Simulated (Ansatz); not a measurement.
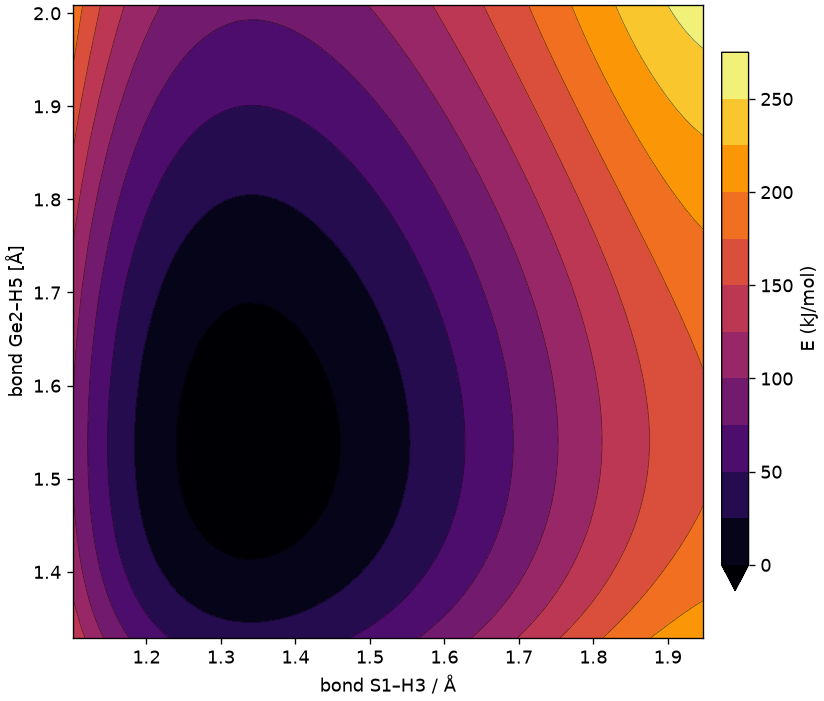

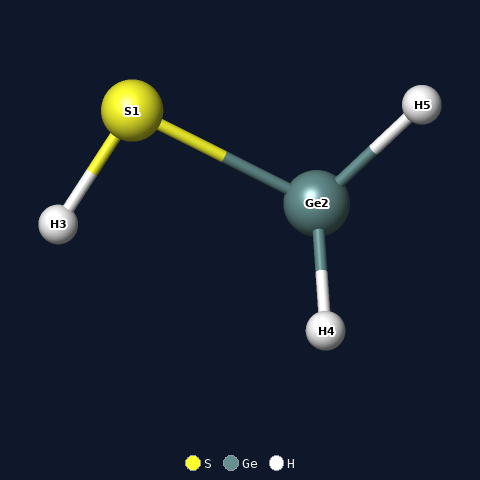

Energy landscape of GeH₃S, SMILES [SH][GeH2], spin multiplicity 2. Two internal coordinates are moved rigidly from the geometry relaxed at PBE0-D4/def2-TZVP, all others fixed. The first coordinate is: bond S1–H3; the second: bond Ge2–H5. The grid has 5 × 5 points. Points are written as (first, second). All energies are given in kJ/mol relative to the lowest grid point. Computed with UHF-CCSD(T), frozen core/def2-TZVPP (Ansatz 0.2.0).

In the figure: filled contours. Between grid points the surface is interpolated. The second picture is the structure at the lowest point.

> Summarise what can be read from the map.

The lowest grid point is at (1.445 Å, 1.605 Å). The bottom of the well lies between grid points, at about (1.338 Å, 1.536 Å), about 15 kJ/mol lower on the interpolated surface. It is the only kind of minimum in the scanned range. The highest grid point, (1.947 Å, 2.009 Å), lies 262 kJ/mol above the lowest. Round the minimum the two coordinates are nearly uncoupled.

The input of one point:

```yaml
crystal:
  periodic: [false, false, false]
  atoms:
    - {symbol: S, position_ang: [1.138648, -0.803239, 0.659498]}
    - {symbol: Ge, position_ang: [-0.389523, 0.679311, 0.030125]}
    - {symbol: H, position_ang: [0.313995, -1.704814, 0.876731]}
    - {symbol: H, position_ang: [-1.364082, 0.019619, -0.978750]}
    - {symbol: H, position_ang: [0.449747, 1.852925, -0.672926]}
basis:
  gaussian: {orbitals: def2-TZVPP}
magnetization: {spin_polarized: true, initial_magnetization: 1}
correlation: {method: ccsd_t}
scf: {omitted_lower_state_checks: [cluster_reference]}
```
